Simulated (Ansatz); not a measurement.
## Electronic structure of BrGeH₃O₃···HF in real space

```xyz
10

Ge    0.2975    0.2869   -0.3785
F    -0.7361   -0.0695    2.7472
O     1.2630   -0.0672   -1.8243
H     1.7731   -0.8901   -1.6897
O    -1.0368    1.3543   -0.8555
H    -1.4235    1.0318   -1.6938
O    -0.1247   -1.2570    0.3722
H    -0.4500   -1.0784    1.2899
Br    1.4576    1.5995    1.2000
H    -0.0414    0.5648    2.5877
```

Computed with RKS PBE/def2-SVP in Ansatz 0.2.0.

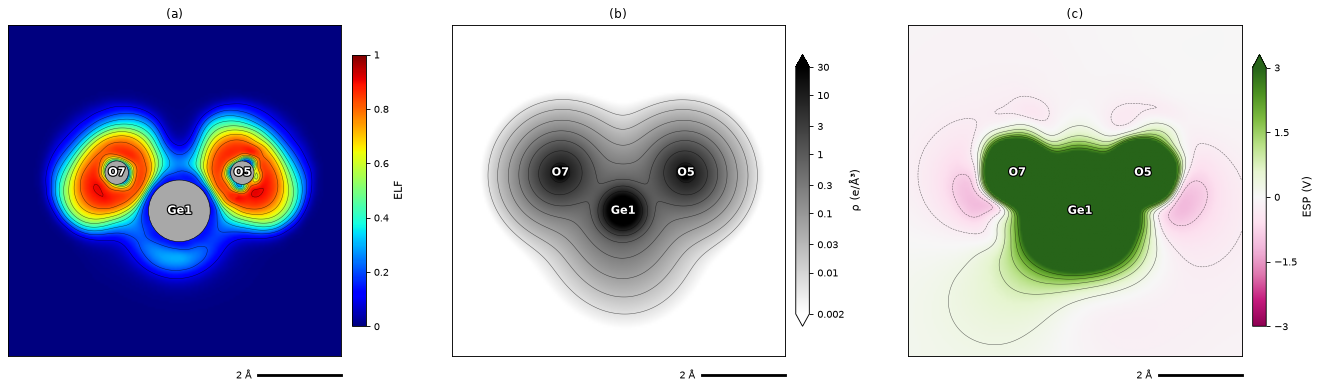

Figure 1. (a) ELF; (b) electron density; (c) molecular electrostatic potential on the plane of atoms O5, Ge1 and O7. Grey discs cover the atomic cores in the ELF map.

**Describe what can be read from this map.**

The plane passes through Ge and O nuclei. Ge–O (1.77 Å): the density is about 0.99 e/Å³ at the midpoint; the ELF peaks at about 0.85 in the valence shell of O, 0.6 Å from its nucleus, and is about 0.35 at the midpoint. The ELF also peaks beside O5 and O7, away from the bonds: lone-pair regions. Outside the dense part of the complex the potential is most negative (−1.1 V) near O5.

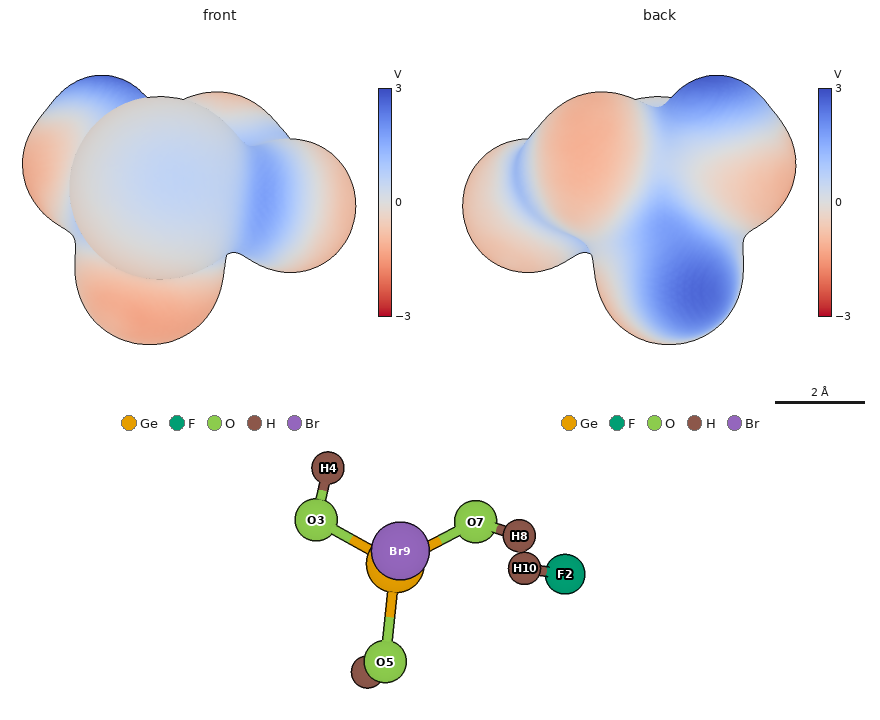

Figure 2. The molecular electrostatic potential painted on the density surface at 0.002 e/bohr³, seen from the front and from behind; red is negative and blue positive. The bare structure is drawn below in the same view.

**Where is the surface potential most negative and most positive?**

The most negative region (about −1.2 V) lies over O5, the most positive (about +2.6 V) over H4 and H6. Br9 shows a σ-hole: about +0.6 V at the tip opposite its bond, against about +0.2 V on its flanks. O5 is the likeliest acceptor of a hydrogen bond.

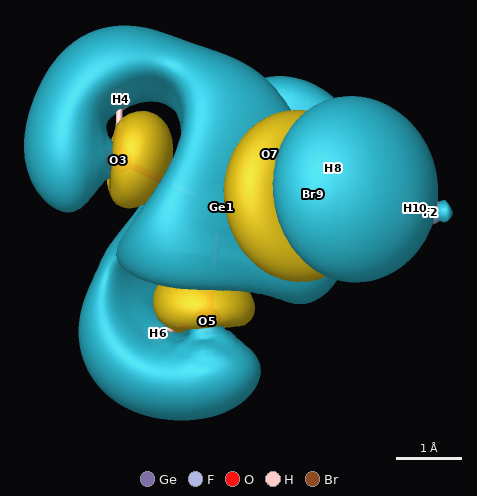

Figure 3. The LUMO at ±0.05 Å⁻³ᐟ² (yellow and cyan are the two phases), seen across its widest extent.

**What is the character of this orbital?**

Its weight (Hirshfeld) is mainly on Ge1 (about 30 %), Br9 (about 30 %), O7 (about 10 %), O3 (about 10 %) and O5 (about 10 %). Its energy is −2.07 eV.

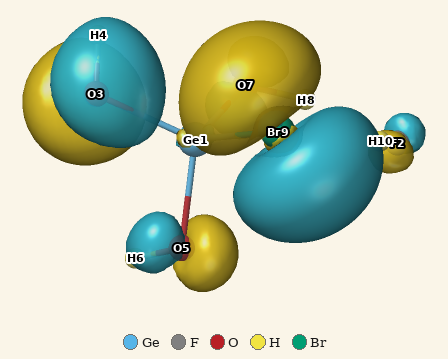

Figure 4. The HOMO−1 at ±0.08 Å⁻³ᐟ² (yellow and cyan are the two phases), seen across its widest extent.

**Where does this orbital lie, and at what energy?**

It lies mainly on Br9 (about 45 %) and O3 (about 35 %); largely a combination of lone pairs on Br9 and O3. Its energy is −7.56 eV.
